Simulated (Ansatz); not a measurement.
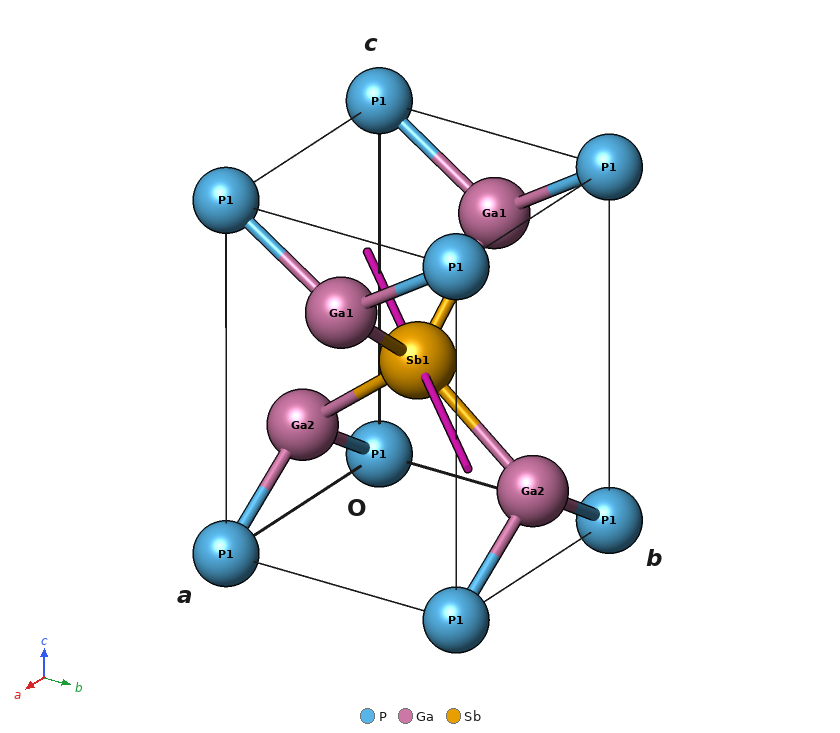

The coloured rod is the axis of a symmetry operation of the crystal. Crystal: Ga2SbP, the input geometry of an electronic-structure calculation (not necessarily at equilibrium); the starting structure was generated, so it need not be a known form of this composition. Geometry calculated from the standardised cell; symmetry tolerance 0.002 Å.

a = 4.093 Å, b = 4.093 Å, c = 5.803 Å, α = 90.00°, β = 90.00°, γ = 90.00°.

```csv
atom,x,y,z
P1,0.0000,0.0000,0.0000
Ga1,0.0000,0.5000,0.7760
Sb1,0.5000,0.5000,0.5000
Ga2,0.5000,0.0000,0.2240
```

Take the operation x, y, z → y, x, −z+1.

### What kind of operation is it, and where does it lie?

It is a 2-fold rotation, about the line along [1 1 0] through (1/2, 1/2, 1/2).

### Onto which atom does it carry each atom (up to whole multiples of a, b and c)?

P1 → P1, Ga1 → Ga2, Sb1 → Sb1, Ga2 → Ga1.

### What is the crystal's space group?

P-4m2, No. 115.
